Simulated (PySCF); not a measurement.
**Energy and gradient calculation, with input and output: CH5FSSn (part 2 of 2)**

The same run, continued: CH5FSSn, SMILES [CH3][SnH]([F])[SH]; BLYP/def2-TZVP, RKS, core potentials def2-svp (PySCF 2.14.0). The geometry comes from this level: PBE0-D4/def2-TZVP.

Geometry of the input (Å):
```
C  -0.0896  0.6769  -1.1644
Sn 0.4180  -0.7513  0.3192
F  2.0718  -0.0787  1.0503
S  -1.1614  -0.8176  2.1084
H  -1.0468  0.4201  -1.6176
H  -0.1578  1.6583  -0.6959
H  0.6874  0.6951  -1.9284
H  0.7652  -2.3529  -0.1384
H  -1.3984  0.5037  2.0498
```

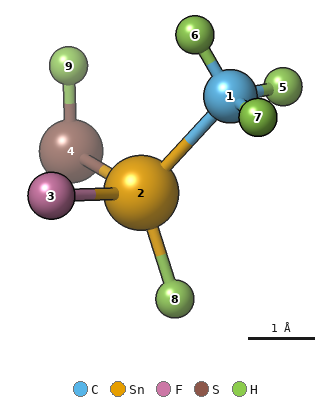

**Figure 1.** The input geometry (ball-and-stick view, seen at a tilt; atoms are numbered from 1 in the order of the input). Sticks mark near contacts.

**Output, continued**
```
MO #101 energy= 1.62770781739765   occ= 0
MO #102 energy= 1.65726914953604   occ= 0
MO #103 energy= 1.6823329496192    occ= 0
MO #104 energy= 1.72906731438056   occ= 0
MO #105 energy= 1.73532109844502   occ= 0
MO #106 energy= 1.7411100047623    occ= 0
MO #107 energy= 1.76756922052835   occ= 0
MO #108 energy= 1.79475033370415   occ= 0
MO #109 energy= 1.8127990257108    occ= 0
MO #110 energy= 1.83340315143039   occ= 0
MO #111 energy= 1.84396750874156   occ= 0
MO #112 energy= 1.93331800484731   occ= 0
MO #113 energy= 1.96447692504225   occ= 0
MO #114 energy= 1.97288855810147   occ= 0
MO #115 energy= 2.01445345279913   occ= 0
MO #116 energy= 2.04242445983263   occ= 0
MO #117 energy= 2.05757265262982   occ= 0
MO #118 energy= 2.07500001904505   occ= 0
MO #119 energy= 2.10153340167007   occ= 0
MO #120 energy= 2.10930658493959   occ= 0
MO #121 energy= 2.13249115839471   occ= 0
MO #122 energy= 2.18780084186333   occ= 0
MO #123 energy= 2.26971578703078   occ= 0
MO #124 energy= 2.27534503477582   occ= 0
MO #125 energy= 2.31787373707211   occ= 0
MO #126 energy= 2.37248773216823   occ= 0
MO #127 energy= 2.4020363789548    occ= 0
MO #128 energy= 2.4256349054163    occ= 0
MO #129 energy= 2.44135815355048   occ= 0
MO #130 energy= 2.46873892223616   occ= 0
MO #131 energy= 2.48265097010436   occ= 0
MO #132 energy= 2.50424731619994   occ= 0
MO #133 energy= 2.53233611533336   occ= 0
MO #134 energy= 2.57850161751507   occ= 0
MO #135 energy= 2.59073534615988   occ= 0
MO #136 energy= 2.63446394240355   occ= 0
MO #137 energy= 2.70213021364921   occ= 0
MO #138 energy= 2.74731794811409   occ= 0
MO #139 energy= 2.82767774215054   occ= 0
MO #140 energy= 3.00288749209115   occ= 0
MO #141 energy= 3.01288856107824   occ= 0
MO #142 energy= 3.07935005785315   occ= 0
MO #143 energy= 3.16386133898806   occ= 0
MO #144 energy= 3.18415855736228   occ= 0
MO #145 energy= 3.19475988236647   occ= 0
MO #146 energy= 3.21755989689986   occ= 0
MO #147 energy= 3.26088106408848   occ= 0
MO #148 energy= 3.35243847912656   occ= 0
MO #149 energy= 3.42483923750627   occ= 0
MO #150 energy= 3.43141108163414   occ= 0
MO #151 energy= 3.47867296271987   occ= 0
MO #152 energy= 3.84092839924321   occ= 0
MO #153 energy= 3.95996822605976   occ= 0
MO #154 energy= 4.10185606333401   occ= 0
MO #155 energy= 4.1043967337131    occ= 0
MO #156 energy= 4.30111930275757   occ= 0
MO #157 energy= 6.79010156241803   occ= 0
MO #158 energy= 6.79223944202033   occ= 0
MO #159 energy= 6.79463341303263   occ= 0
MO #160 energy= 6.79525690915666   occ= 0
MO #161 energy= 6.80457463807359   occ= 0
MO #162 energy= 6.80947916117722   occ= 0
MO #163 energy= 6.81826583773252   occ= 0
MO #164 energy= 8.17395646338835   occ= 0
MO #165 energy= 8.1782371829485    occ= 0
MO #166 energy= 8.3166385408892    occ= 0
MO #167 energy= 8.32857755127324   occ= 0
MO #168 energy= 8.5655685140102    occ= 0
MO #169 energy= 8.66448921304371   occ= 0
MO #170 energy= 8.74026940692184   occ= 0
MO #171 energy= 8.90232093724789   occ= 0
MO #172 energy= 18.5702402925504   occ= 0
MO #173 energy= 21.8153169276481   occ= 0
MO #174 energy= 36.3942965664489   occ= 0
MO #175 energy= 36.7668942146204   occ= 0
MO #176 energy= 36.7883779014542   occ= 0
MO #177 energy= 36.9539347276878   occ= 0
MO #178 energy= 56.3869197848491   occ= 0
MO #179 energy= 112.674582503169   occ= 0

WARN: Weak orthogonality for localized orbitals 1.9299187255381276e-09

 ** Mulliken pop on meta-lowdin orthogonal AOs  **
 ** Mulliken pop  **
pop of  0 C 1s            1.99981
pop of  0 C 2s            1.17347
pop of  0 C 3s            0.03350
pop of  0 C 4s            0.00891
pop of  0 C 5s            0.00112
pop of  0 C 2px           1.16732
pop of  0 C 2py           1.25837
pop of  0 C 2pz           1.25690
pop of  0 C 3px           0.00812
pop of  0 C 3py           0.02090
pop of  0 C 3pz           0.02285
pop of  0 C 4px           0.00233
pop of  0 C 4py           0.00887
pop of  0 C 4pz           0.00958
pop of  0 C 3dxy          0.00701
pop of  0 C 3dyz          0.02389
pop of  0 C 3dz^2         0.00801
pop of  0 C 3dxz          0.00604
pop of  0 C 3dx2-y2       0.00614
pop of  0 C 4dxy          0.00356
pop of  0 C 4dyz          0.00845
pop of  0 C 4dz^2         0.00519
pop of  0 C 4dxz          0.00332
pop of  0 C 4dx2-y2       0.00326
pop of  0 C 4f-3          0.00115
pop of  0 C 4f-2          0.00343
pop of  0 C 4f-1          0.00368
pop of  0 C 4f+0          0.00196
pop of  0 C 4f+1          0.00128
pop of  0 C 4f+2          0.00482
pop of  0 C 4f+3          0.00122
pop of  1 Sn 4s           1.78059
pop of  1 Sn 5s           1.14762
pop of  1 Sn 6s           0.02498
pop of  1 Sn 7s           0.05165
pop of  1 Sn 8s           0.01286
pop of  1 Sn 9s           0.08128
pop of  1 Sn 4px          0.01049
pop of  1 Sn 4py          0.28996
pop of  1 Sn 4pz          0.29263
pop of  1 Sn 5px          1.68734
pop of  1 Sn 5py          1.71346
pop of  1 Sn 5pz          1.71240
pop of  1 Sn 6px          0.19956
pop of  1 Sn 6py          0.06948
pop of  1 Sn 6pz          0.08528
pop of  1 Sn 7px          0.10038
pop of  1 Sn 7py          0.03120
pop of  1 Sn 7pz          0.04576
pop of  1 Sn 8px          0.09821
pop of  1 Sn 8py          0.00260
pop of  1 Sn 8pz          0.00312
pop of  1 Sn 4dxy         1.35484
pop of  1 Sn 4dyz         1.34747
pop of  1 Sn 4dz^2        1.36702
pop of  1 Sn 4dxz         1.36150
pop of  1 Sn 4dx2-y2      1.99758
pop of  1 Sn 5dxy         0.41899
pop of  1 Sn 5dyz         0.44448
pop of  1 Sn 5dz^2        0.41536
pop of  1 Sn 5dxz         0.42343
pop of  1 Sn 5dx2-y2      0.00659
pop of  1 Sn 6dxy         0.16118
pop of  1 Sn 6dyz         0.17108
pop of  1 Sn 6dz^2        0.16242
pop of  1 Sn 6dxz         0.15379
pop of  1 Sn 6dx2-y2      0.00380
pop of  1 Sn 4f-3         0.00054
pop of  1 Sn 4f-2         0.00049
pop of  1 Sn 4f-1         0.00034
pop of  1 Sn 4f+0         0.00052
pop of  1 Sn 4f+1         0.00065
pop of  1 Sn 4f+2         0.00046
pop of  1 Sn 4f+3         0.00055
pop of  1 Sn 5f-3         0.00183
pop of  1 Sn 5f-2         0.00136
pop of  1 Sn 5f-1         0.00160
pop of  1 Sn 5f+0         0.00109
pop of  1 Sn 5f+1         0.00199
pop of  1 Sn 5f+2         0.00254
pop of  1 Sn 5f+3         0.00167
pop of  2 F 1s            1.99995
pop of  2 F 2s            1.98156
pop of  2 F 3s            0.01409
pop of  2 F 4s            0.00379
pop of  2 F 5s            0.00015
pop of  2 F 2px           1.86224
pop of  2 F 2py           1.95651
pop of  2 F 2pz           1.95383
pop of  2 F 3px           0.01510
pop of  2 F 3py           0.00861
pop of  2 F 3pz           0.00814
pop of  2 F 4px           0.00304
pop of  2 F 4py           0.00094
pop of  2 F 4pz           0.00090
pop of  2 F 3dxy          0.00560
pop of  2 F 3dyz          0.00143
pop of  2 F 3dz^2         0.00245
pop of  2 F 3dxz          0.00425
pop of  2 F 3dx2-y2       0.00372
pop of  2 F 4dxy          0.00267
pop of  2 F 4dyz          0.00069
pop of  2 F 4dz^2         0.00120
pop of  2 F 4dxz          0.00183
pop of  2 F 4dx2-y2       0.00159
pop of  2 F 4f-3          0.00034
pop of  2 F 4f-2          0.00025
pop of  2 F 4f-1          0.00005
pop of  2 F 4f+0          0.00012
pop of  2 F 4f+1          0.00030
pop of  2 F 4f+2          0.00009
pop of  2 F 4f+3          0.00015
pop of  3 S 1s            1.99998
pop of  3 S 2s            1.99946
pop of  3 S 3s            1.83190
pop of  3 S 4s            0.01500
pop of  3 S 5s            0.00031
pop of  3 S 2px           1.99982
pop of  3 S 2py           1.99979
pop of  3 S 2pz           1.99982
pop of  3 S 3px           1.76519
pop of  3 S 3py           1.25786
pop of  3 S 3pz           1.78231
pop of  3 S 4px           0.00935
pop of  3 S 4py           0.00907
pop of  3 S 4pz           0.00732
pop of  3 S 5px           0.00269
pop of  3 S 5py           0.00048
pop of  3 S 5pz           0.00393
pop of  3 S 6px           0.00123
pop of  3 S 6py           0.00037
pop of  3 S 6pz           0.00124
pop of  3 S 3dxy          0.00410
pop of  3 S 3dyz          0.00562
pop of  3 S 3dz^2         0.01254
pop of  3 S 3dxz          0.02501
pop of  3 S 3dx2-y2       0.01346
pop of  3 S 4dxy          0.00118
pop of  3 S 4dyz          0.00184
pop of  3 S 4dz^2         0.00357
pop of  3 S 4dxz          0.00917
pop of  3 S 4dx2-y2       0.00279
pop of  3 S 4f-3          0.00049
pop of  3 S 4f-2          0.00130
pop of  3 S 4f-1          0.00045
pop of  3 S 4f+0          0.00178
pop of  3 S 4f+1          0.00703
pop of  3 S 4f+2          0.00517
pop of  3 S 4f+3          0.00102
pop of  4 H 1s            0.86488
pop of  4 H 2s            0.00587
pop of  4 H 3s            0.00317
pop of  4 H 2px           0.00076
pop of  4 H 2py           0.00054
pop of  4 H 2pz           0.00081
pop of  5 H 1s            0.86133
pop of  5 H 2s            0.00542
pop of  5 H 3s            0.00322
pop of  5 H 2px           0.00020
pop of  5 H 2py           0.00143
pop of  5 H 2pz           0.00037
pop of  6 H 1s            0.86147
pop of  6 H 2s            0.00661
pop of  6 H 3s            0.00329
pop of  6 H 2px           0.00039
pop of  6 H 2py           0.00071
pop of  6 H 2pz           0.00136
pop of  7 H 1s            1.46242
pop of  7 H 2s            0.03021
pop of  7 H 3s            0.00767
pop of  7 H 2px           0.00342
pop of  7 H 2py           0.03581
pop of  7 H 2pz           0.00552
pop of  8 H 1s            0.88421
pop of  8 H 2s            0.01099
pop of  8 H 3s            0.00200
pop of  8 H 2px           0.00131
pop of  8 H 2py           0.00388
pop of  8 H 2pz           0.00107
 ** Mulliken atomic charges  **
charge of    0C =     -1.06446
charge of    1Sn =      2.75401
charge of    2F =     -0.83558
charge of    3S =     -0.78366
charge of    4H =      0.12397
charge of    5H =      0.12803
charge of    6H =      0.12618
charge of    7H =     -0.54505
charge of    8H =      0.09656
Dipole moment(X, Y, Z, Debye): -1.80645,  0.47387, -2.46608
```

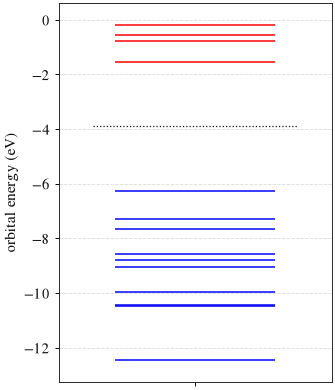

**Figure 2.** Orbital energies near the frontier; the dotted line parts filled from empty levels, and levels within 0.02 eV of each other stand side by side. Highest filled −6.25 eV, lowest empty −1.54 eV, 4.71 eV apart.

**Results in brief**

```tsv
quantity	value
outcome	converged
total energy	−753.489469 hartree
basis functions	179
largest force	0.933 eV/Å
HOMO	−6.25 eV
LUMO	−1.54 eV
dipole moment	3.09 D
wall time	2.4 min
peak memory	2.5 GiB
```
